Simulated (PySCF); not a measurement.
# SiBrCl (SMILES Cl[Si]Br): a chain of runs

Aim: a series of 18 runs (PBE0-D4/def2-TZVP, CCSD(T)/def2-TZVPP, RI-MP2/def2-QZVPP, PBE-D4/def2-TZVPP, r2SCAN-D4/def2-TZVPP, B3LYP-D4/def2-TZVPP, PBE0-D4/def2-TZVPP, wB97M-V/def2-TZVPP, and more) of BrClSi. 

The results are computed with PySCF 2.14.0.

1 further run of the same task is left out (for a faulty analytic Hessian).

## 1. The structure to begin with

The species is SiBrCl (3 atoms), meant as a singlet with charge 0. As SMILES, `Cl[Si]Br`. The shape comes from a force field and isn't a relaxed structure. The run starts from this shape.

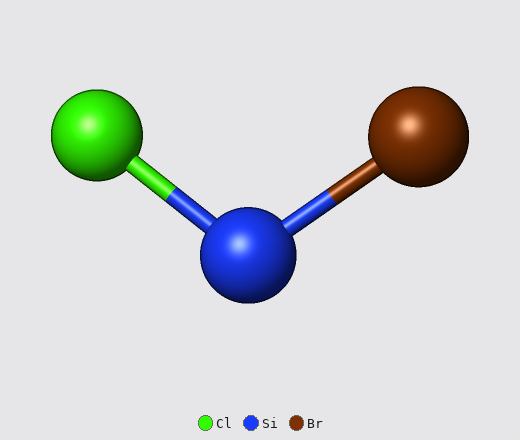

Viewed from a chosen angle; chlorine green, silicon blue, bromine brown.

## 2. A geometry optimisation at PBE0-D4/def2-TZVP (density fitting with def2-universal-jkfit) (run 1)

File mol.xyz:

```xyz
3

Cl     0.701800     1.480000     0.536200
Si    -0.710300     0.266000    -0.356900
Br    -0.002400    -1.810800    -0.192600
```

File input.py:

```python
# Cl[Si]Br
from pyscf import gto, dft
from pyscf.geomopt.geometric_solver import kernel as optimise

mol = gto.M(
    atom='mol.xyz',
    max_memory=1860,
    verbose=3,
    charge=0,
    basis='def2-tzvp',
)

calc0 = dft.RKS(mol)
calc0.xc = 'pbe0'
calc0 = calc0.density_fit(auxbasis='def2-universal-jkfit')
calc0.disp = 'd4'
calc0.conv_tol = 1e-09
calc0.max_cycle = 100
calc0.grids.level = 4
converged, mol_eq = optimise(calc0, maxsteps=100)
print('converged:', converged)
print(mol_eq.tostring())

calc0.reset(mol_eq)
mol = mol_eq
calc0.kernel()
e_tot = calc0.e_tot
print(f'total energy: {e_tot:.8f} hartree')
```

Launch:

```console
$ OMP_NUM_THREADS=1 python input.py
```

The program printed:

```text
<dir> SyntaxWarning: invalid escape sequence '\W'
  S = {(paw_set(r)[0], bool(re.search(r"spin_orbit\W+true|paw_fr", str((r.get("files") or {}).get("input") or "")) or re.search("(?i)spin.orbit\W+(value\W+)?(true|yes)|value\W+spin-orbit", json.dumps(r.get("inputs"), default=str)))) for r in records}

[... 19 lines left out ...]
> Convergence Criteria:
> Will converge when all 5 criteria are reached:
[... 14 lines left out ...]
WARN: Mole.unit (angstrom) is changed to Bohr
[... 1 line left out ...]
converged SCF energy = -3323.36697570724
[... 7 lines left out ...]
Step    0 : Gradient = 1.476e-02/2.016e-02 (rms/max) Energy = -3323.3669757072
[... 8 lines left out ...]
converged SCF energy = -3323.36866011105
[... 16 lines left out ...]
converged SCF energy = -3323.36874891875
[... 16 lines left out ...]
converged SCF energy = -3323.36875018372
[... 10 lines left out ...]
Geometry optimization cycle 5
Cartesian coordinates (Angstrom)
 Atom        New coordinates             dX        dY        dZ
  Cl   0.717420   1.421524   0.538451   -0.000051  0.000483  0.000009
  Si  -0.767312   0.302585  -0.384545    0.000170  0.000207 -0.000064
  Br   0.040568  -1.787434  -0.168762    0.000234 -0.000159 -0.000449
converged SCF energy = -3323.3687502329
--------------- DFRKS_Scanner gradients ---------------
         x                y                z
0 Cl     0.0000120961     0.0000044686     0.0000094757
1 Si    -0.0000102939    -0.0000134754    -0.0000092873
2 Br    -0.0000109420    -0.0000048399     0.0000127889
----------------------------------------------
cycle 5: E = -3323.36875023  dE = -4.91896e-08  norm(grad) = 3.06037e-05
Step    4 : Displace = 2.842e-04/3.758e-04 (rms/max) Trust = 2.828e-01 (+) Grad = 1.767e-05/1.933e-05 (rms/max) E (change) = -3323.3687502329 (-4.919e-08) Quality = 1.104
Hessian Eigenvalues: 4.88974e-02 5.00000e-02 5.00000e-02 ... 1.34525e-01 2.30194e-01 2.81284e-01
Converged! =D

converged: True
Cl          0.71741959        1.42152440        0.53845098
Si         -0.76731232        0.30258507       -0.38454499
Br          0.04056803       -1.78743378       -0.16876165
converged SCF energy = -3323.3687502329
total energy: -3323.36875023 hartree
```

Run time: 1.7 min. Hardware: 1 thread of Arm Neoverse N1, shared host; peak memory 1.2 GiB.

Step by step:

```
step  energy from the first frame kept (eV)  largest force (eV/Å)
   0                                 0.0000                1.0366
   1                                -0.0458                0.2438
   2                                -0.0483                0.0256
   3                                -0.0483                0.0042
   4                                -0.0483                0.0010
```

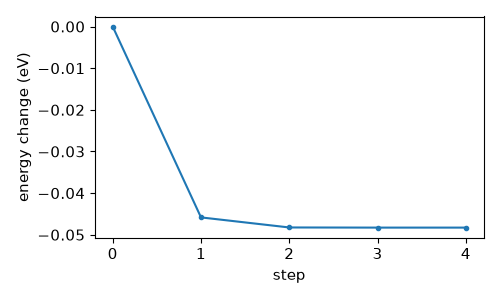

Energy along the run.

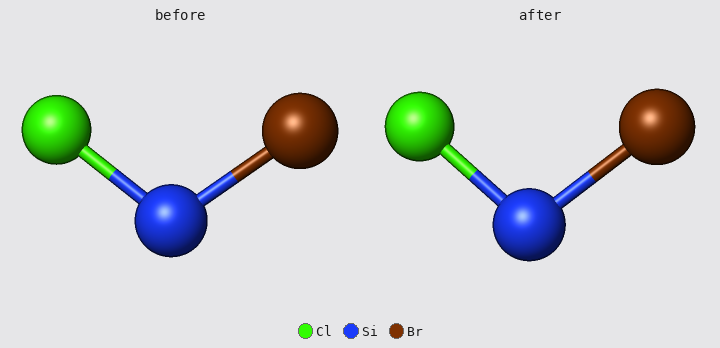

Before and after, at one scale.

After the run. Bond lengths: Cl1–Si2 2.076 Å, Si2–Br3 2.251 Å. Angles: Cl1–Si2–Br3 101.6°.

## 3. A single-point energy at CCSD(T)/def2-TZVPP (run 3)

File calc.py:

```python
from pyscf import gto, scf, cc

mol = gto.M(
    atom=[
    ('Cl', (0.717420, 1.421524, 0.538451)),
    ('Si', (-0.767312, 0.302585, -0.384545)),
    ('Br', (0.040568, -1.787434, -0.168762)),
],
    max_memory=1860,
    verbose=3,
    charge=0,
    basis='def2-tzvpp',
)

mf = scf.RHF(mol)
mf.conv_tol = 1e-10
mf.kernel()
if not mf.converged:
    mf = mf.newton().run(mf.mo_coeff, mf.mo_occ)

mycc = cc.CCSD(mf, frozen=19)
mycc.kernel()
e_t = mycc.ccsd_t()
etot = mycc.e_tot + e_t
print('Final energy', etot)
```

Launch:

```console
$ OMP_NUM_THREADS=1 python calc.py
```

The program printed:

```text
<dir> SyntaxWarning: invalid escape sequence '\W'
  S = {(paw_set(r)[0], bool(re.search(r"spin_orbit\W+true|paw_fr", str((r.get("files") or {}).get("input") or "")) or re.search("(?i)spin.orbit\W+(value\W+)?(true|yes)|value\W+spin-orbit", json.dumps(r.get("inputs"), default=str)))) for r in records}
converged SCF energy = -3320.93650638795
E(CCSD) = -3321.523079970979  E_corr = -0.5865735830326887
CCSD(T) correction = -0.0251034263458929
Final energy -3321.5481833973254
```

Wall time 4.4 min (1 thread of Arm Neoverse N1, shared host); peak memory 2.1 GiB.

Runs 4 to 7 aren't shown in full; the table further down has their settings and results.

## 4. The energy at PBE0-D4/def2-TZVPP (run 8)

File calc.py:

```python
from pyscf import gto, dft

system = gto.M(
    atom=[
    ('Cl', (0.717420, 1.421524, 0.538451)),
    ('Si', (-0.767312, 0.302585, -0.384545)),
    ('Br', (0.040568, -1.787434, -0.168762)),
],
    basis='def2-tzvpp',
    verbose=3,
    max_memory=1860,
)

mf = dft.RKS(system)
mf.xc = 'pbe0'
mf.disp = 'd4'
mf.conv_tol = 1e-10
mf.grids.level = 5
mf.kernel()
if not mf.converged:
    mf = mf.newton().run(mf.mo_coeff, mf.mo_occ)

etot = mf.e_tot
print(f'total energy: {etot:.8f} hartree')
```

Launch:

```console
$ OMP_NUM_THREADS=1 python calc.py
```

The program printed:

```text
<dir> SyntaxWarning: invalid escape sequence '\W'
  S = {(paw_set(r)[0], bool(re.search(r"spin_orbit\W+true|paw_fr", str((r.get("files") or {}).get("input") or "")) or re.search("(?i)spin.orbit\W+(value\W+)?(true|yes)|value\W+spin-orbit", json.dumps(r.get("inputs"), default=str)))) for r in records}
converged SCF energy = -3323.36893679088
total energy: -3323.36893679 hartree
```

It took 29 s on 1 thread of Arm Neoverse N1, shared host; peak memory 0.79 GiB.

Runs 9 to 18 aren't shown in full; the table further down has their settings and results.

## 5. The doublet cation: the energy at UB3LYP/6-31G(d) (spherical functions) (run 19)

File input.py:

```python
from pyscf import gto, dft

molecule = gto.M(
    atom=[
    ('Cl', (0.717420, 1.421524, 0.538451)),
    ('Si', (-0.767312, 0.302585, -0.384545)),
    ('Br', (0.040568, -1.787434, -0.168762)),
],
    verbose=3,
    basis='6-31g*',
    spin=1,
    max_memory=1860,
    charge=1,
)

mf = dft.UKS(molecule, xc='b3lyp')
mf.grids.level = 5
mf.conv_tol = 1e-10
mf.kernel()
if not mf.converged:
    mf = mf.newton().run(mf.mo_coeff, mf.mo_occ)

e_final = mf.e_tot
print('E = %.10f Eh' % e_final)
```

Launch:

```console
$ OMP_NUM_THREADS=1 python input.py
```

The program printed:

```text
<dir> SyntaxWarning: invalid escape sequence '\W'
  S = {(paw_set(r)[0], bool(re.search(r"spin_orbit\W+true|paw_fr", str((r.get("files") or {}).get("input") or "")) or re.search("(?i)spin.orbit\W+(value\W+)?(true|yes)|value\W+spin-orbit", json.dumps(r.get("inputs"), default=str)))) for r in records}

WARN: HOMO -0.255595401776393 >= LUMO -0.255595401776384

converged SCF energy = -3323.2586832782  <S^2> = 0.75577313  2S+1 = 2.0057648
E = -3323.2586832782 Eh
```

Run time: 27 s. Hardware: 1 thread of Arm Neoverse N1, shared host; peak memory 0.37 GiB.

## 6. All runs side by side

```csv
run,level,task,integral approximation,partner,energy (Eh),dipole moment (D) of the reference,HOMO energy (eV),LUMO energy (eV),wall time
1,PBE0-D4/def2-TZVP (density fitting with def2-universal-jkfit),optimise,def2-universal-jkfit,base,-3323.368750,0.88,-7.63,-2.97,1.7 min
3,CCSD(T)/def2-TZVPP,energy,none,base,-3321.548183,1.12,-10.01,0.15,4.4 min
4,RI-MP2/def2-QZVPP (density fitting with def2-universal-jkfit),energy,def2-universal-jkfit,base,-3321.915626,1.09,-10.02,0.09,14 s
5,PBE-D4/def2-TZVPP,energy,none,base,-3323.222198,0.76,-6.55,-3.71,29 s
6,r2SCAN-D4/def2-TZVPP,energy,none,base,-3323.863051,0.76,-6.78,-3.67,57 s
7,B3LYP-D4/def2-TZVPP,energy,none,base,-3324.004057,0.98,-7.44,-3.12,29 s
8,PBE0-D4/def2-TZVPP,energy,none,base,-3323.368937,0.89,-7.63,-2.97,29 s
9,wB97M-V/def2-TZVPP,energy,none,base,-3323.758685,1.11,-9.65,-0.97,2.1 min
10,B2PLYP/def2-TZVPP,energy,none,base,-3323.304835,1.08,-8.50,-1.77,32 s
11,SVWN5/def2-TZVPP,energy,none,base,-3317.769202,0.83,-6.69,-3.89,19 s
12,M06-2X/def2-TZVPP,energy,none,base,-3323.942338,1.13,-8.65,-2.16,60 s
13,B3LYP/6-31G* (spherical functions),energy,none,base,-3323.621015,1.17,-7.50,-3.23,15 s
14,HF/STO-3G,energy,none,base,-3284.920165,2.85,-7.58,3.94,1.1 s
15,UPBE-D4/def2-TZVPP,energy,none,cation,-3322.871145,–,-13.35,-12.50,58 s
16,UB3LYP-D4/def2-TZVPP,energy,none,cation,-3323.645291,–,-14.30,-12.05,64 s
17,UPBE0-D4/def2-TZVPP,energy,none,cation,-3323.011669,–,-14.57,-11.75,66 s
18,U-wB97M-V/def2-TZVPP,energy,none,cation,-3323.396328,–,-16.70,-10.03,4.2 min
19,UB3LYP/6-31G* (spherical functions),energy,none,cation,-3323.258683,–,-14.37,-12.21,27 s
```

## 7. Results

| quantity | value |
| --- | --- |
| doublet cation, run 19: total energy | -3323.25868 Eh |
| doublet cation, run 19: HOMO energy (highest over α and β) | -14.37 eV |
| doublet cation, run 19: LUMO energy (lowest over α and β) | -12.21 eV |
| doublet cation, run 19: ⟨S²⟩ | 0.756 |
| vertical ionisation energy (to the doublet cation), PBE-D4/def2-TZVPP | 9.553 eV |
| vertical ionisation energy (to the doublet cation), B3LYP-D4/def2-TZVPP | 9.763 eV |
| vertical ionisation energy (to the doublet cation), PBE0-D4/def2-TZVPP | 9.722 eV |
| vertical ionisation energy (to the doublet cation), wB97M-V/def2-TZVPP | 9.860 eV |
| vertical ionisation energy (to the doublet cation), B3LYP/6-31G* | 9.860 eV |

What this shows: At PBE-D4/def2-TZVPP: the vertical ionisation energy comes to 9.55 eV (922 kJ/mol). The negative HOMO energy of the first species, 6.55 eV, lies 3.00 eV below that difference. At B3LYP-D4/def2-TZVPP: removing an electron at fixed nuclei costs 9.76 eV (225 kcal/mol). The negative HOMO energy of the first species, 7.44 eV, lies 2.33 eV below that difference. At PBE0-D4/def2-TZVPP: the vertical ionisation energy comes to 9.72 eV (224 kcal/mol). −ε(HOMO) before ionisation, 7.63 eV, is 2.09 eV below this ionisation energy. Totals of different functionals can't be ranked against each other. In run 14 the basis is minimal, so the values are rough. All runs together took 21 min, the longest 4.4 min.
